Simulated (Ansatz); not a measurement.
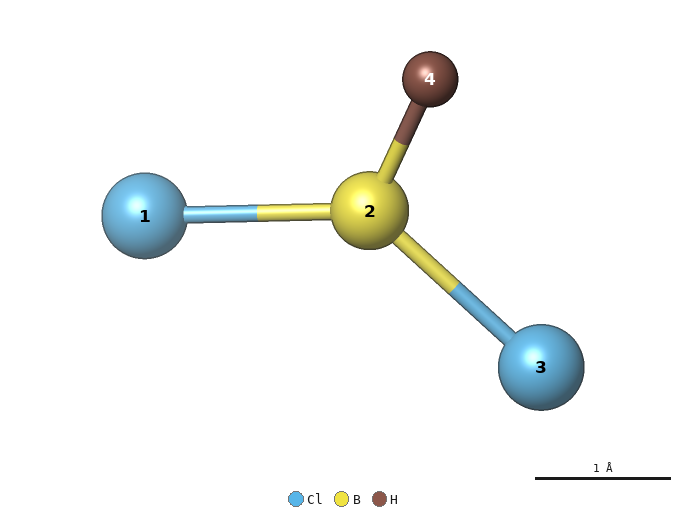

Figure made from data computed with Ansatz.

Orthographic view. Atoms fade into the background with distance from the viewer. Geometry: moved along internal coordinates away from the minimum.

Write a MOL file (V2000) with the atoms in numerical order, bonds sorted by atom number with the orders drawn, and coordinates in the frame of the picture: x right, y up, z towards the viewer, origin at the mean position.

```
BCl2H
                    3D

  4  3  0  0  0  0  0  0  0  0999 V2000
   -1.6900    0.0200   -0.4300 Cl  0  0  0  0  0  0  0  0  0  0  0  0
   -0.0100    0.0600    0.0200 B   0  0  0  0  0  0  0  0  0  0  0  0
    1.2600   -1.1100   -0.1000 Cl  0  0  0  0  0  0  0  0  0  0  0  0
    0.4400    1.0300    0.5200 H   0  0  0  0  0  0  0  0  0  0  0  0
  1  2  1  0
  2  3  1  0
  2  4  1  0
M  END
```
